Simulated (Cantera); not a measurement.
Input: 1 mol C2F6, 1.3 mol HCl, 0.48 mol F2, at 39.0 Pa.

These are equilibrium values from Cantera (NASA tables, ideal gas, pure condensed phases), not measurements of a reactor. Candidate condensed phases: C, C6H6, C7H8, C8H18; 118 gas species. The feed counts by its element totals alone. Gases not in the tables: C2F6 and larger saturated fluorocarbons. Rates play no part.

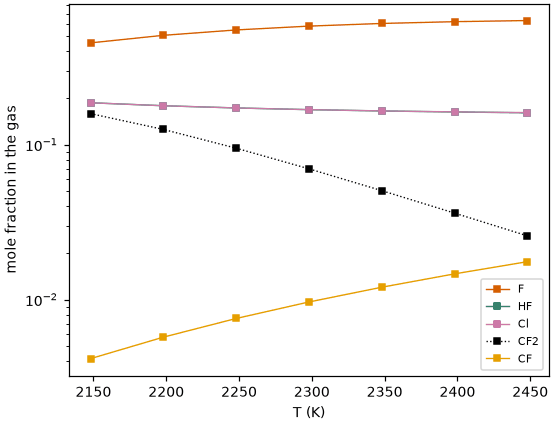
*Equilibrium gas composition (values under 1e-9 drawn at 1e-9)*

From 2148 K to 2448 K the condensed part is C(graphite). The main C-bearing gas is CF2 throughout. The share of C in condensed phases is highest at 2448 K (81.7 %) and lowest at 2148 K (40.0 %).
